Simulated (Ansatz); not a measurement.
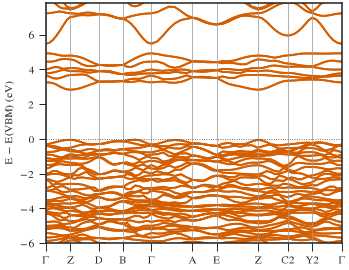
*Band structure from PBEsol with spin–orbit coupling (plane waves, PAW; program Ansatz)*

The gap is 2.83 eV; an edge lies off the plotted path or next to a special point (maximum off the standard path, minimum at Z).

The material is ZnWO4 in space group P2/c (No. 13; Zn on 2f, W on 2e, O on 4g, O on 4g).

The workflow started from a Materials Project entry (that database holds measured and hypothetical structures alike); the Crystallography Open Database files this formula in space group No. 13, but the cells were not matched. Its standing as an ambient phase is unchecked. The PBEsol relaxation kept the symmetry of its start; its stability against distortions is not shown here. No spin polarisation was allowed. No Hubbard U is applied.

Potentials: the later of the program's two PAW sets.
